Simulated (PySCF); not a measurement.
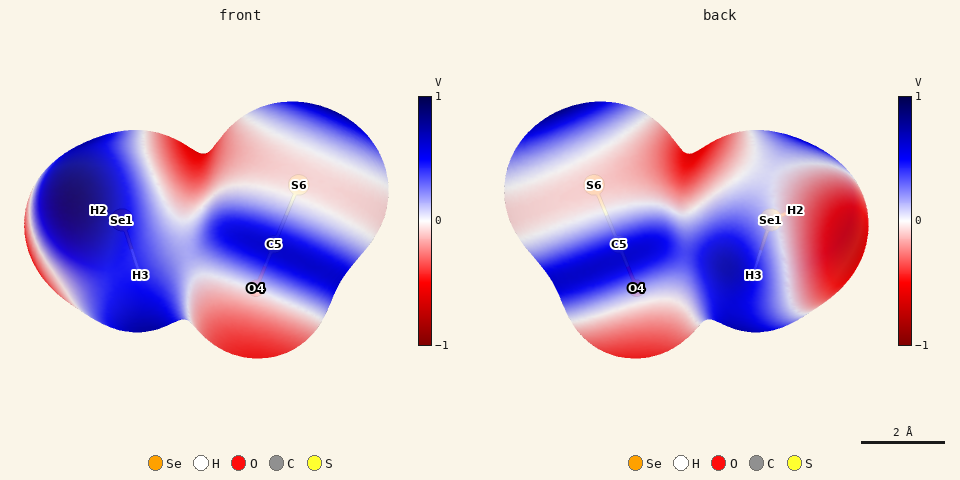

*H₂Se···COS (SMILES [SeH2].O=C=S). The molecular electrostatic potential painted on the density surface at 0.001 e/bohr³, seen from the front and from behind; red is negative and blue positive.*

Geometry: PBE0-D3(BJ)/def2-SVPD.

Method: wB97M-D3(BJ)/def2-TZVPD, SCF density, gas phase in PySCF 2.14.0.

```tsv
atom	x (Å)	y (Å)	z (Å)
Se	-0.1385	0.4441	-0.5056
H	-1.1792	-0.2929	0.2253
H	0.9064	-0.4555	0.0035
O	2.5959	0.6276	2.0752
C	2.1370	1.6611	2.3220
S	1.5232	3.0597	2.6601
```

**Describe the electrostatic potential map.**

The most negative region (about −0.6 V) lies over Se1, the most positive (about +0.9 V) over H2.

**How polar is the complex by this calculation?**

Its dipole moment is 0.66 D.
